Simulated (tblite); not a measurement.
## Geometry relaxation, with input and output: C$_{3}$H$_{9}$ClSSi$_{2}$ (part 4 of 4)

C$_{3}$H$_{9}$ClSSi$_{2}$; GFN2-xTB geometry optimisation, gas phase (tblite 0.8.0). It belongs to a series of runs on one base structure; here: constitutional isomer.

Geometry of the input (Å):
```
Cl 3.4474  2.4654  0.0178
Si 3.4625  0.3808  0.0706
Si 1.5357  -0.4669  -0.6764
S  0.0657  0.0904  0.7609
C  -1.5451  0.5029  0.0990
C  -2.4852  -0.5597  -0.4141
C  -2.6642  -0.0155  0.9835
H  4.6015  -0.1249  -0.6959
H  3.6162  0.0059  1.4893
H  1.6987  -1.9298  -0.6423
H  1.1622  0.0489  -1.9906
H  -1.6725  1.5072  -0.3634
H  -3.3172  -0.2981  -1.0874
H  -2.0859  -1.5991  -0.5507
H  -2.4063  -0.7519  1.7793
H  -3.4211  0.7534  1.2089
```

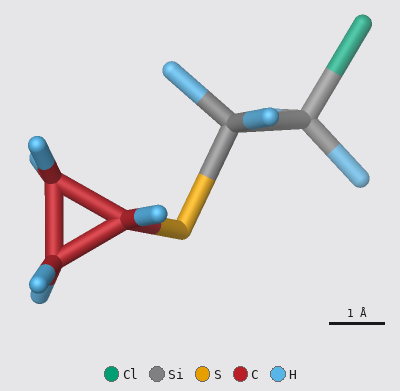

*The geometry at step 199 of the log (stick view, seen at a tilt).*

Trajectory as extended XYZ, continued
```
16
Properties=species:S:1:pos:R:3:forces:R:3 step=182 energy=-606.96218
Cl    4.7157    1.1179   -1.1713   -0.0130  -0.0080   0.0030
Si    3.4772    0.2455    0.1729    0.0050  -0.0100  -0.0050
Si    1.3273    0.4655   -0.6299    0.0080   0.0090   0.0040
S     0.0367    0.0527    1.0359    0.0060  -0.0010   0.0140
C    -1.5575    0.2631    0.2284    0.0110   0.0100   0.0110
C    -2.2506   -0.9282   -0.3513    0.0090   0.0090  -0.0090
C    -2.7738   -0.2877    0.8983   -0.0050  -0.0110  -0.0120
H     3.9185   -1.1466    0.2844   -0.0010   0.0100   0.0120
H     3.7325    0.8924    1.4601    0.0080  -0.0020  -0.0120
H     0.9384   -0.4647   -1.6955   -0.0050  -0.0050  -0.0010
H     0.9339    1.7947   -1.1129   -0.0050  -0.0040   0.0060
H    -1.6261    1.2147   -0.2792   -0.0160   0.0040  -0.0110
H    -2.7962   -0.8004   -1.2745   -0.0050  -0.0030   0.0040
H    -1.7630   -1.8864   -0.2550    0.0030   0.0050  -0.0080
H    -2.6366   -0.8141    1.8299    0.0070   0.0010   0.0000
H    -3.6840    0.2907    0.8484   -0.0080  -0.0040   0.0030
16
Properties=species:S:1:pos:R:3:forces:R:3 step=186 energy=-606.96351
Cl    4.7146    1.0436   -1.2078   -0.0210  -0.0050   0.0100
Si    3.4661    0.2463    0.1746    0.0210  -0.0270  -0.0330
Si    1.3161    0.4775   -0.6235    0.0100  -0.0390  -0.0170
S     0.0377    0.0569    1.0479    0.0050   0.0110   0.0390
C    -1.5539    0.2688    0.2397   -0.0240  -0.0100  -0.0350
C    -2.2297   -0.9232   -0.3612    0.0330   0.0110  -0.0030
C    -2.7687   -0.3057    0.8925    0.0100   0.0350   0.0130
H     3.8820   -1.1501    0.3307   -0.0030   0.0260   0.0200
H     3.7402    0.9363    1.4348    0.0110  -0.0040  -0.0050
H     0.9124   -0.4461   -1.6926    0.0140   0.0230   0.0270
H     0.9160    1.8090   -1.0892   -0.0020   0.0240  -0.0140
H    -1.6325    1.2253   -0.2581    0.0050   0.0000   0.0060
H    -2.7683   -0.7880   -1.2879   -0.0070  -0.0180   0.0260
H    -1.7287   -1.8754   -0.2728   -0.0080   0.0040  -0.0190
H    -2.6287   -0.8333    1.8240   -0.0230  -0.0110  -0.0450
H    -3.6821    0.2670    0.8374   -0.0220  -0.0180   0.0310
16
Properties=species:S:1:pos:R:3:forces:R:3 step=190 energy=-606.96892
Cl    4.6862    0.8601   -1.2999   -0.0140  -0.0320  -0.0270
Si    3.4473    0.2362    0.1760   -0.0100   0.0870  -0.0470
Si    1.2880    0.4634   -0.5998    0.0340   0.0550   0.0160
S     0.0150    0.1561    1.1020   -0.0200   0.0340  -0.0110
C    -1.5779    0.3287    0.2801    0.0620   0.0350   0.0410
C    -2.1651   -0.8588   -0.4076   -0.1190  -0.0640   0.0150
C    -2.7582   -0.3670    0.8770   -0.0220   0.0290   0.0720
H     3.8296   -1.1359    0.4948    0.0230  -0.0710   0.0060
H     3.7846    1.0616    1.3317   -0.0070   0.0230   0.0710
H     0.8656   -0.5150   -1.6049   -0.0200  -0.0200  -0.0320
H     0.9134    1.7767   -1.1442    0.0090  -0.0450   0.0170
H    -1.7047    1.3123   -0.1541   -0.0090  -0.0560   0.0260
H    -2.7104   -0.7013   -1.3252    0.0040   0.0010  -0.0390
H    -1.6208   -1.7893   -0.3672    0.0560   0.0080  -0.0520
H    -2.5863   -0.9566    1.7659   -0.0130   0.0290  -0.0350
H    -3.7138    0.1378    0.8639    0.0460  -0.0110  -0.0220
16
Properties=species:S:1:pos:R:3:forces:R:3 step=195 energy=-606.97290
Cl    4.6602    0.7291   -1.3666   -0.0120  -0.0060   0.0090
Si    3.4469    0.2393    0.1804    0.0080   0.0070  -0.0240
Si    1.2838    0.4770   -0.5769   -0.0220  -0.0280   0.0030
S     0.0010    0.2080    1.1247   -0.0090  -0.0020   0.0030
C    -1.5914    0.3459    0.2972    0.0150   0.0140   0.0000
C    -2.1466   -0.8416   -0.4235    0.0510   0.0020  -0.0710
C    -2.7528   -0.3976    0.8695   -0.0720  -0.0310   0.0660
H     3.8062   -1.1254    0.5639    0.0030  -0.0260   0.0070
H     3.8204    1.1112    1.2923    0.0040   0.0210   0.0160
H     0.8346   -0.5059   -1.5698    0.0130   0.0020  -0.0030
H     0.9224    1.7834   -1.1342   -0.0030   0.0370  -0.0220
H    -1.7513    1.3347   -0.1092    0.0040   0.0010  -0.0030
H    -2.6879   -0.6761   -1.3436    0.0050   0.0120   0.0140
H    -1.5564   -1.7454   -0.4177   -0.0150  -0.0180   0.0020
H    -2.5747   -1.0061    1.7423    0.0130   0.0050   0.0140
H    -3.7221    0.0787    0.8598    0.0170   0.0110  -0.0120
16
Properties=species:S:1:pos:R:3:forces:R:3 step=199 energy=-606.97360
Cl    4.6540    0.7074   -1.3737   -0.0030   0.0010   0.0080
Si    3.4435    0.2445    0.1830    0.0050  -0.0160   0.0070
Si    1.2800    0.4739   -0.5786   -0.0020   0.0050   0.0010
S     0.0032    0.2085    1.1285   -0.0020  -0.0020  -0.0050
C    -1.5903    0.3469    0.3045    0.0070  -0.0050  -0.0090
C    -2.1413   -0.8349   -0.4284   -0.0090   0.0000   0.0070
C    -2.7520   -0.4038    0.8700    0.0050   0.0010  -0.0080
H     3.7980   -1.1197    0.5809   -0.0020   0.0130   0.0040
H     3.8211    1.1292    1.2861   -0.0030  -0.0040  -0.0180
H     0.8381   -0.5163   -1.5677    0.0040   0.0080   0.0030
H     0.9193    1.7793   -1.1448   -0.0030  -0.0050  -0.0010
H    -1.7513    1.3381   -0.0966   -0.0020  -0.0070   0.0060
H    -2.6829   -0.6603   -1.3463    0.0020   0.0100   0.0050
H    -1.5561   -1.7422   -0.4293   -0.0030   0.0060   0.0030
H    -2.5717   -1.0180    1.7384    0.0000   0.0040   0.0040
H    -3.7192    0.0764    0.8626    0.0060  -0.0090  -0.0050
16
Properties=species:S:1:pos:R:3:forces:R:3 step=204 energy=-606.97405
Cl    4.6487    0.6500   -1.3891   -0.0050  -0.0040   0.0180
Si    3.4404    0.2499    0.1877    0.0090   0.0080  -0.0060
Si    1.2784    0.4648   -0.5824    0.0030   0.0030   0.0130
S     0.0070    0.2026    1.1295   -0.0120   0.0020  -0.0260
C    -1.5895    0.3510    0.3128   -0.0240  -0.0030   0.0150
C    -2.1415   -0.8184   -0.4387    0.0110  -0.0030   0.0080
C    -2.7458   -0.4151    0.8709    0.0060   0.0060  -0.0030
H     3.7909   -1.0965    0.6427    0.0010  -0.0010  -0.0020
H     3.8237    1.1758    1.2546   -0.0030  -0.0010  -0.0170
H     0.8480   -0.5341   -1.5673   -0.0050   0.0000   0.0020
H     0.9069    1.7625   -1.1589    0.0030  -0.0030   0.0040
H    -1.7583    1.3493   -0.0667    0.0100  -0.0060   0.0010
H    -2.6907   -0.6259   -1.3484    0.0090  -0.0040   0.0000
H    -1.5520   -1.7226   -0.4604   -0.0060  -0.0010  -0.0100
H    -2.5575   -1.0426    1.7284   -0.0070   0.0040  -0.0090
H    -3.7163    0.0582    0.8740    0.0100   0.0020   0.0120
16
Properties=species:S:1:pos:R:3:forces:R:3 step=208 energy=-606.97431
Cl    4.6523    0.5979   -1.3967    0.0000  -0.0020   0.0010
Si    3.4402    0.2539    0.1889   -0.0010  -0.0030   0.0050
Si    1.2776    0.4678   -0.5806    0.0080  -0.0020  -0.0090
S     0.0060    0.2015    1.1291   -0.0040   0.0030   0.0090
C    -1.5930    0.3524    0.3186    0.0130  -0.0030  -0.0110
C    -2.1404   -0.8114   -0.4451   -0.0020   0.0050  -0.0060
C    -2.7431   -0.4254    0.8701   -0.0070  -0.0020   0.0040
H     3.7765   -1.0833    0.6815    0.0020   0.0090  -0.0020
H     3.8353    1.2085    1.2255   -0.0060  -0.0040  -0.0080
H     0.8444   -0.5321   -1.5635    0.0010   0.0050  -0.0010
H     0.9078    1.7656   -1.1582    0.0010  -0.0040   0.0060
H    -1.7642    1.3542   -0.0500   -0.0030  -0.0010  -0.0020
H    -2.6941   -0.6106   -1.3504    0.0110  -0.0020   0.0000
H    -1.5475   -1.7126   -0.4812    0.0000  -0.0020   0.0010
H    -2.5500   -1.0604    1.7207   -0.0040  -0.0050  -0.0020
H    -3.7155    0.0429    0.8800   -0.0080   0.0070   0.0140
16
Properties=species:S:1:pos:R:3:forces:R:3 step=213 energy=-606.97461
Cl    4.6507    0.5754   -1.4109   -0.0010  -0.0030   0.0020
Si    3.4473    0.2635    0.1883    0.0040   0.0020  -0.0070
Si    1.2816    0.4541   -0.5780   -0.0040  -0.0080   0.0060
S     0.0130    0.1526    1.1295    0.0050   0.0060  -0.0030
C    -1.5847    0.3391    0.3245   -0.0050   0.0010   0.0010
C    -2.1544   -0.8059   -0.4505   -0.0030  -0.0030   0.0010
C    -2.7495   -0.4224    0.8695    0.0040   0.0020  -0.0020
H     3.7973   -1.0561    0.7159   -0.0020   0.0020  -0.0020
H     3.8401    1.2496    1.1953   -0.0040   0.0020   0.0020
H     0.8580   -0.5362   -1.5747    0.0010   0.0040  -0.0010
H     0.8954    1.7558   -1.1365    0.0020  -0.0050   0.0060
H    -1.7382    1.3476   -0.0334   -0.0050   0.0010  -0.0010
H    -2.7045   -0.5858   -1.3534    0.0060   0.0010  -0.0050
H    -1.5773   -1.7171   -0.4971   -0.0090   0.0020   0.0060
H    -2.5696   -1.0702    1.7132    0.0060  -0.0050  -0.0040
H    -3.7128    0.0651    0.8869    0.0050   0.0020   0.0010
16
Properties=species:S:1:pos:R:3:forces:R:3 step=217 energy=-606.97469
Cl    4.6497    0.5594   -1.4151    0.0020   0.0020  -0.0020
Si    3.4477    0.2642    0.1876    0.0040  -0.0040   0.0070
Si    1.2812    0.4545   -0.5754    0.0030   0.0040  -0.0030
S     0.0126    0.1538    1.1310   -0.0040   0.0000   0.0020
C    -1.5849    0.3388    0.3249   -0.0010   0.0000   0.0010
C    -2.1545   -0.8052   -0.4521    0.0000   0.0060   0.0010
C    -2.7487   -0.4243    0.8690   -0.0030  -0.0040  -0.0020
H     3.7963   -1.0524    0.7241   -0.0030   0.0060   0.0000
H     3.8410    1.2574    1.1878   -0.0010  -0.0030  -0.0040
H     0.8563   -0.5317   -1.5747   -0.0020  -0.0020  -0.0040
H     0.8975    1.7586   -1.1297    0.0010  -0.0040   0.0020
H    -1.7403    1.3474   -0.0323    0.0000  -0.0030   0.0030
H    -2.7032   -0.5822   -1.3550    0.0000   0.0000  -0.0040
H    -1.5789   -1.7170   -0.5006    0.0000  -0.0010   0.0070
H    -2.5673   -1.0751    1.7103    0.0030   0.0010  -0.0040
H    -3.7121    0.0626    0.8889    0.0020   0.0010   0.0010
```

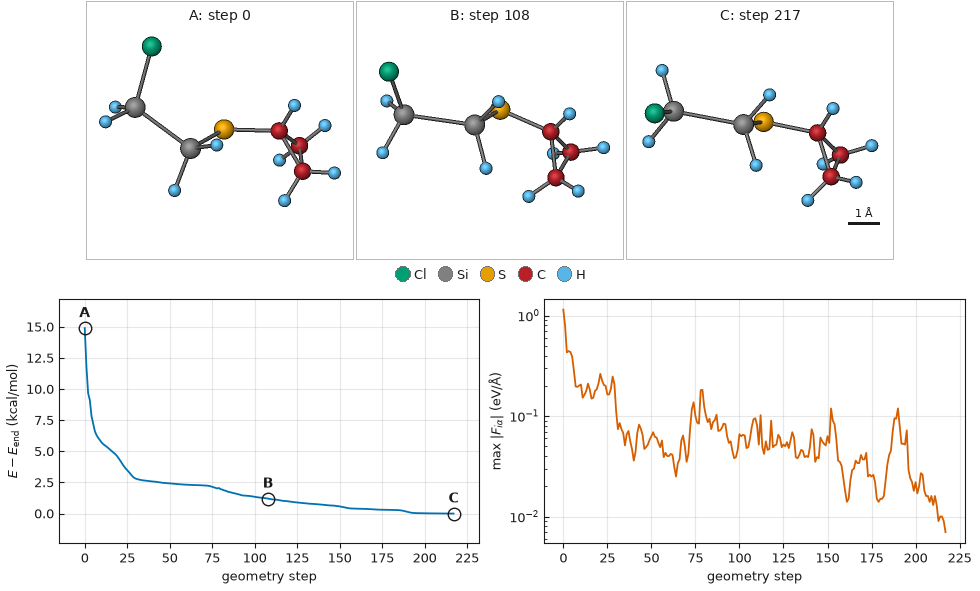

*Frames of the relaxation (ball-and-stick view, seen at a tilt) above the curves, on which the letters mark them (steps are counted from 0).*

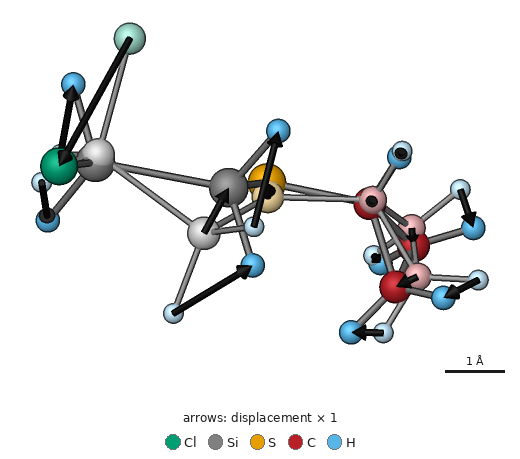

*Start (faint) and end (solid) with the displacements as black arrows, at true length (ball-and-stick view, seen at a tilt). The two geometries are laid on each other by the best rigid fit.*

After 217 geometry steps the energy has fallen by 14.9 kcal/mol. Largest force component: 1.1 eV/Å at the start, 0.007 eV/Å at the end. The largest move after the best rigid fit is that of Cl1, 2.86 Å. Largest moves by element: Cl 2.86 Å, H 1.94 Å, Si 0.88 Å, C 0.41 Å, S 0.39 Å. Distances before and after: Si2–Si3 2.234 → 2.305 Å, Cl1–Si2 2.085 → 2.025 Å, C6–H14 1.122 → 1.079 Å, C5–H12 1.113 → 1.081 Å. Among the angles that change: Si3–S4–C5 115.6° → 98.9°, Si2–Si3–H10 105.9° → 116.3°, H10–Si3–H11 113.6° → 105.3°. (Atoms are counted from 1 in the order of the input.)

Results in brief

```json
{"quantity": "outcome", "value": "converged"}
{"quantity": "total energy", "value": "−606.9747 eV"}
{"quantity": "hardware", "value": "1 CPU thread, shared host"}
{"quantity": "wall time", "value": "3.6 s"}
{"quantity": "peak memory", "value": "0.18 GiB"}
```
